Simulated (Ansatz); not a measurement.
```yaml
atoms:
  - { symbol: C, position_ang: [-2.0801, -1.1233, -0.9470] }
  - { symbol: Al, position_ang: [-0.8624, 0.3154, -1.0782] }
  - { symbol: O, position_ang: [0.0562, 0.4909, 0.5891] }
  - { symbol: H, position_ang: [-2.2327, -1.7464, -0.0686] }
  - { symbol: H, position_ang: [-2.7165, -1.4116, -1.7807] }
  - { symbol: H, position_ang: [-0.2721, 1.4391, -1.9695] }
  - { symbol: H, position_ang: [-0.0739, -0.0612, 1.3760] }
  - { symbol: H, position_ang: [0.7345, 1.1604, 0.7720] }
```

Geometry: B3LYP-D3(BJ)/6-311G**.

These are results of isolated molecule in a Gaussian basis; Kohn-Sham density functional theory, functional PBE0 in Ansatz, not measurements.

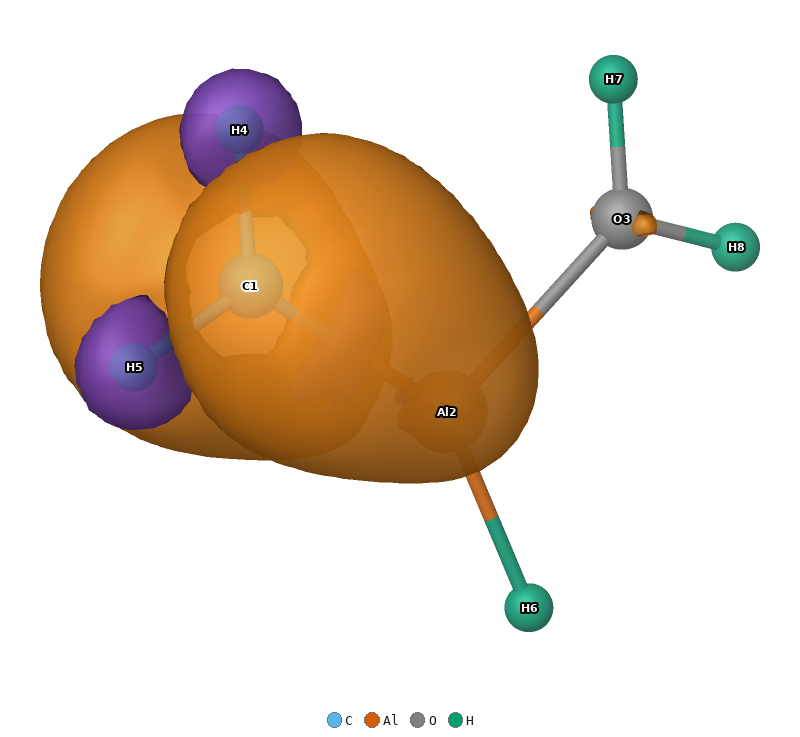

CH5AlO (SMILES [CH2][AlH][OH2+]) (charge +1, doublet). Isosurfaces of the spin density (α minus β) at +0.015 (orange) and −0.015 e/Å³ (purple), seen at an oblique angle.

Which atoms carry the spin?

Answer. The unpaired spin (1 electron) lies mostly on C1 (about 0.7) and Al2 (about 0.2), in electrons by Hirshfeld's partition.
